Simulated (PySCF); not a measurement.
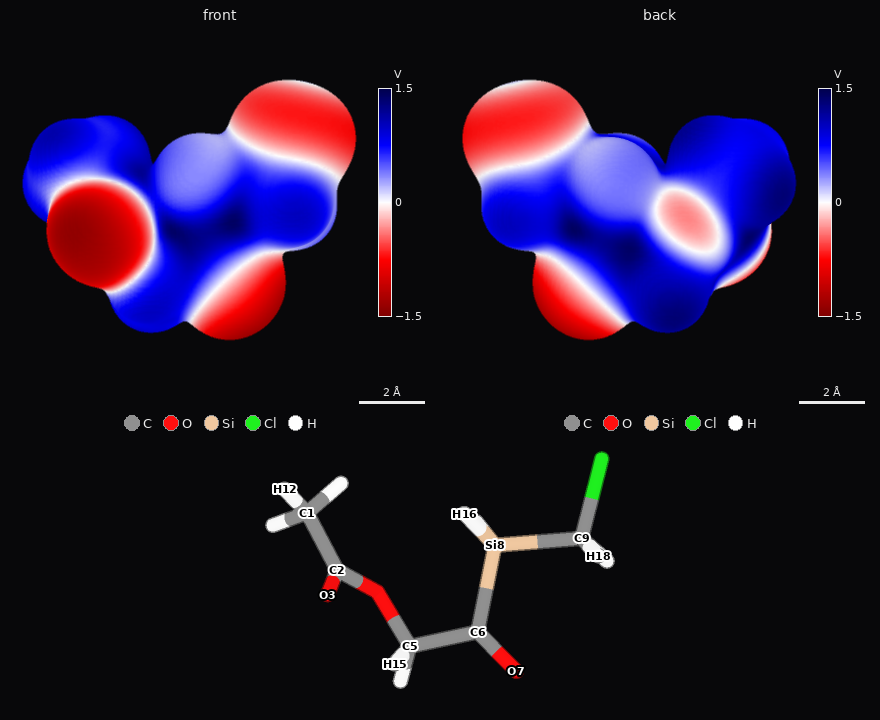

Figure. C5H9ClO3Si (SMILES CC(=O)OCC(=O)[SiH2]CCl). The molecular electrostatic potential painted on the density surface at 0.002 e/bohr³, seen from the front and from behind; the colour scale runs from red (negative) to blue (positive). The bare structure is drawn below in the same view.

Geometry: GFN2-xTB.

Method: PBE0/pcSseg-1, SCF density, gas phase, non-relativistic (PySCF 2.14.0).

Input file:

```
{"job": {"kind": "nmr", "xc": "PBE0", "basis": "pcSseg-1"}, "charge": 0, "multiplicity": 1}
C      2.761919    -1.235300    -0.030598
C      2.164616     0.127418     0.159110
O      2.459510     0.914972     1.013371
O      1.232867     0.371966    -0.787625
C      0.569896     1.625497    -0.753478
C     -0.902953     1.391761    -0.510256
O     -1.720925     2.272995    -0.598620
Si    -1.316486    -0.436597    -0.065646
C     -3.188035    -0.461506     0.289572
Cl    -3.660482    -2.128075     0.721406
H      1.979036    -1.951848    -0.260184
H      3.303461    -1.526687     0.863823
H      3.453249    -1.201015    -0.870091
H      0.733168     2.139239    -1.705342
H      0.982594     2.239263     0.057841
H     -0.583721    -0.829575     1.137917
H     -1.012328    -1.295844    -1.208938
H     -3.474799     0.171689     1.126770
H     -3.790392    -0.179102    -0.571330
```

Run with:

```sh
OMP_NUM_THREADS=1 python probes_run.py task.json out
```

Q: Where is the surface potential most negative and most positive?

A: The most negative region (about −1.4 V) lies over O3, the most positive (about +1.4 V) over the C, H and Si atoms. Cl10 shows a σ-hole: about +0.1 V at the tip opposite its bond, against about −0.5 V on its flanks. O3 is the likeliest acceptor of a hydrogen bond.

Q: How polar is the molecule by this calculation?

A: Its dipole moment is 2.83 D.
